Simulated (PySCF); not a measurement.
FH9Si3, SMILES `[SiH3]F.[SiH3][SiH3]`.

Method: B3LYP/def2-TZVP; geometry: GFN2-xTB; program: PySCF.

Cartesian coordinates (Å):

```
Si1      3.1895    0.3820   -0.0116
F2       2.7510   -1.1630    0.0116
H3       4.1529    0.5106    1.0716
H4       1.9661    1.1376    0.1970
H5       3.7893    0.5795   -1.3224
Si6     -3.4482   -0.2032   -0.0129
Si7     -1.2159    0.3712    0.0193
H8      -3.8605   -0.9341    1.1897
H9      -4.3302    0.9656   -0.0994
H10     -3.7952   -1.0587   -1.1519
H11     -0.3331   -0.7898    0.1359
H12     -0.8930    1.2626    1.1407
H13     -0.8100    1.0930   -1.1927
```

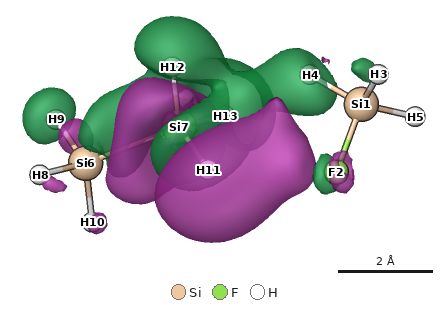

Density of the complex less the densities of the two fragments at the same geometry, ±0.0002 e/Å³ (green: gain, purple: loss). Fragment A: SiH3F (atoms 1–5); fragment B: Si2H6.

How is the density rearranged on binding?

Answer. Hirshfeld charges show almost no net transfer (under 0.005 e). 0.01 e is displaced in all, which induces a dipole of 0.11 D.

What is the interaction energy, and which contacts carry it?

Answer. The counterpoise-corrected interaction energy of the frozen fragments is +0.5 kcal/mol without dispersion correction and −1.0 kcal/mol with D3(BJ). The pair geometry is semi-empirical, not a minimum at this level. Contacts: H4···Si7, 3.28 Å, ρ = 0.004 a.u.; F2···H11, 3.11 Å, ρ = 0.003 a.u. The pose is a local one from a semi-empirical search, not shown to be the most stable.

Cost of the run: 67 s on 1 thread of Arm Neoverse V2, with other jobs on the host, peak memory 0.94 GiB.
